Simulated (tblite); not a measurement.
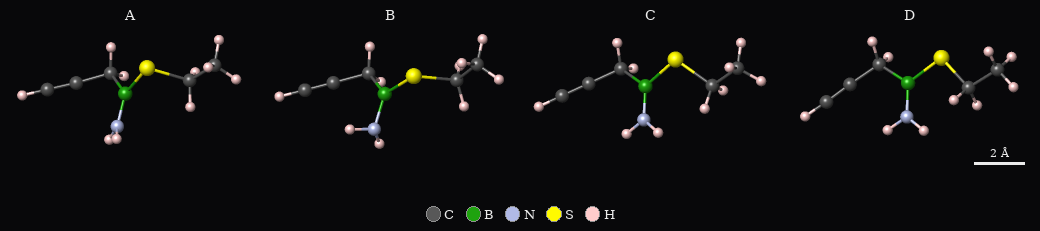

4 geometries from one relaxation of C5H10BNS, in shuffled order. Style: ball-and-stick. Shown at a tilt.

All numbers below come from GFN2-xTB geometry optimisation, gas phase in tblite 0.8.0. 

Order the frames from highest to lowest energy.

B, A, C, D. They are steps 0, 23, 80, 165, at +43.7 kcal/mol, +13.9 kcal/mol, +3.31 kcal/mol relative to the last. Over 165 geometry steps the energy falls by 43.7 kcal/mol. The largest move after the best rigid fit is that of an H atom, 2.20 Å. By element the largest moves are H 2.20 Å, S 1.28 Å, N 0.82 Å, C 0.61 Å, B 0.60 Å. Some distances before and after: B–N 1.503 → 1.386 Å, C–C 1.495 → 1.446 Å, B–S 1.856 → 1.809 Å, C–H 1.128 → 1.087 Å. Among the angles between lasting bonds that change: B–N–H 108.4° → 126.1°, B–S–C 111.3° → 103.8°, B–N–H 113.4° → 120.7°. Groups turn about B–S by about 90°, C–C by about 40°, B–C by about 25°.
